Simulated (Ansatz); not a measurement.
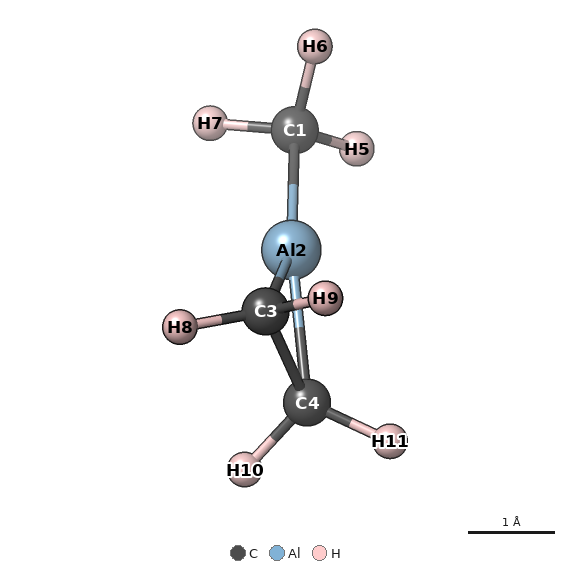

Orthographic view. Atoms fade into the background with distance from the viewer. Computed geometry: PBE0-D4/def2-TZVP optimisation.

Write the connection table.

C1: Al2, H5, H6, H7
Al2: C1, C3, C4
C3: Al2, C4, H8, H9
C4: Al2, C3, H10, H11
H5: C1
H6: C1
H7: C1
H8: C3
H9: C3
H10: C4
H11: C4
